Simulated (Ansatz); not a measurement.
**Cl$_{4}$FTa: density, localisation and related maps**

```xyz
6

Cl   -2.0526   -0.7503    0.7904
Cl    1.0274   -1.9273    0.5857
Cl    1.9029    0.7629   -1.1179
Cl    0.0540    1.7039    1.4503
F    -0.8713    0.1529   -1.6986
Ta   -0.0182   -0.0061   -0.0562
```

Geometry: PBE0-D4/def2-SVP; core potentials replace the inner electrons of Ta.

These are results of isolated molecule in a Gaussian basis; Kohn-Sham density functional theory, functional PBE0 (Ansatz 0.2.0), not measurements.

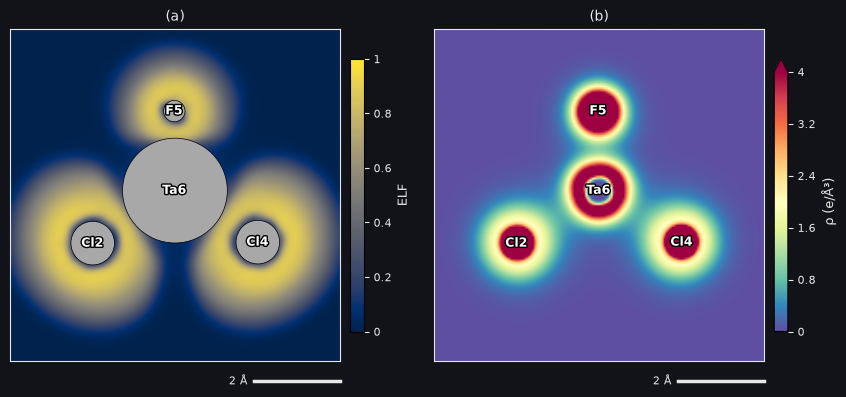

Figure 1. (a) ELF; (b) electron density on the plane of atoms Cl4, Ta6 and F5. Grey discs cover the atomic cores in the ELF map.

### What do the fields say about this system?

- The plane passes through Cl, F and Ta nuclei.
- Ta–F (1.86 Å): ρ is about 1.1 e/Å³ halfway; the ELF peaks at about 0.85 in the valence shell of F, 0.5 Å from its nucleus, and drops to about 0.25 between the two atoms.
- Ta–Cl (2.28 Å): the density is about 0.71 e/Å³ at the midpoint; the ELF peaks at about 0.85 in the valence shell of Cl, 0.8 Å from its nucleus, and is about 0.45 at the midpoint.

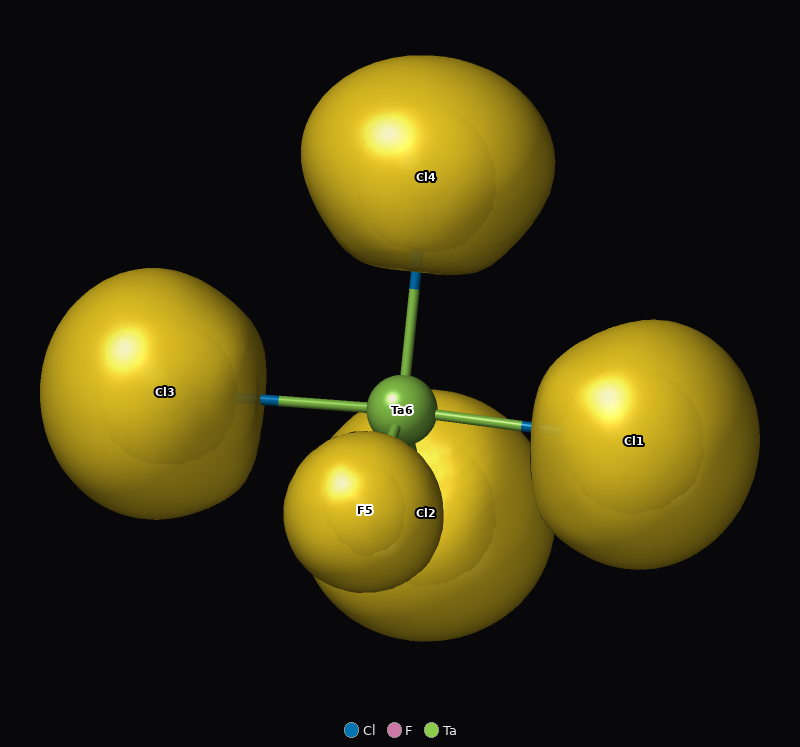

Figure 2. Isosurface of the ELF at 0.75 (yellow), seen at a tilt. Only the valence region is drawn (cores and ρ < 0.01 e/Å³ removed).

### Where are the electrons localised?

The ELF exceeds this value in four regions wrapped around Cl (the valence shell of each) and one region wrapped around F (its valence shell).

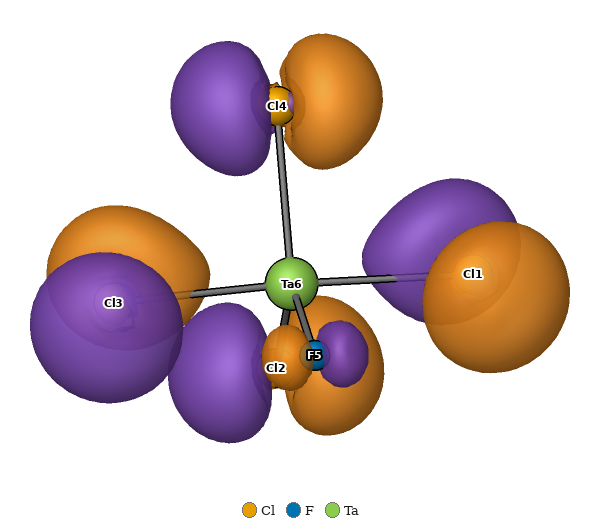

Figure 3. The HOMO−1 at ±0.1 Å⁻³ᐟ² (orange and purple are the two phases), seen at a tilt.

### Describe this orbital and give its energy.

By Hirshfeld shares it lies mainly on Cl1 (about 30 %), Cl3 (about 30 %), Cl2 (about 20 %) and Cl4 (about 20 %); largely a combination of lone pairs on Cl1, Cl3, Cl2 and Cl4. Its energy is −9.57 eV.

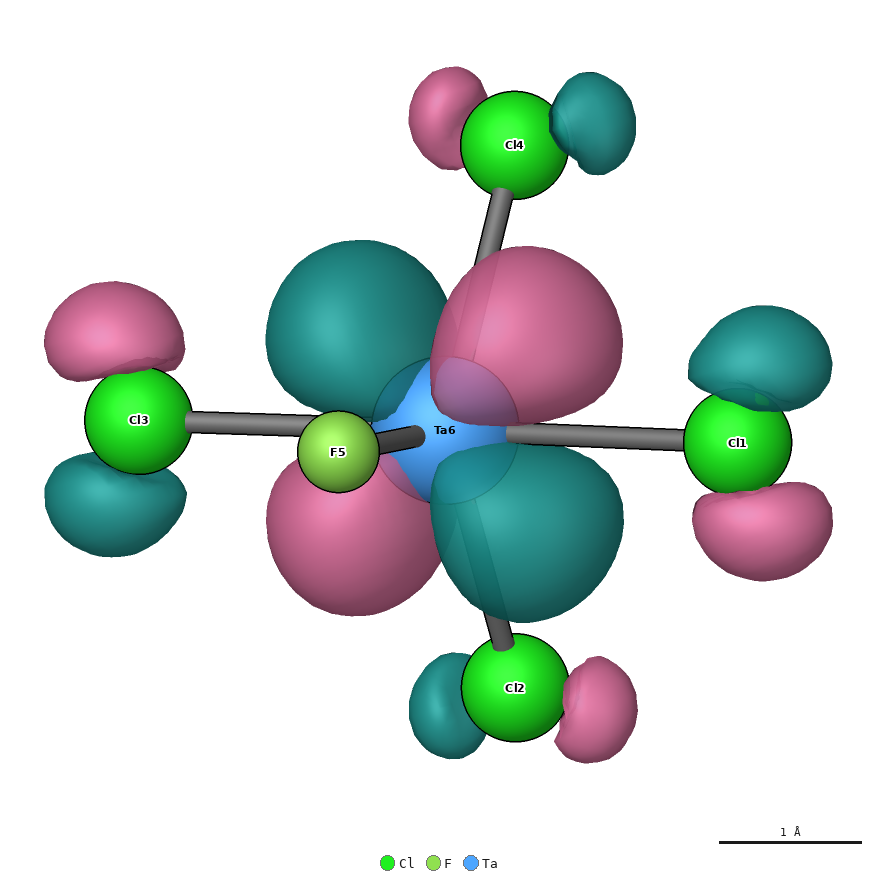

Figure 4. The LUMO at ±0.15 Å⁻³ᐟ² (teal and pink are the two phases), seen at a tilt.

### Describe this orbital and give its energy.

By Hirshfeld shares it lies mainly on Ta6 (about 65 %), Cl1 (about 10 %), Cl3 (about 10 %), Cl2 (about 5 %) and Cl4 (about 5 %). Its energy is −4.09 eV.
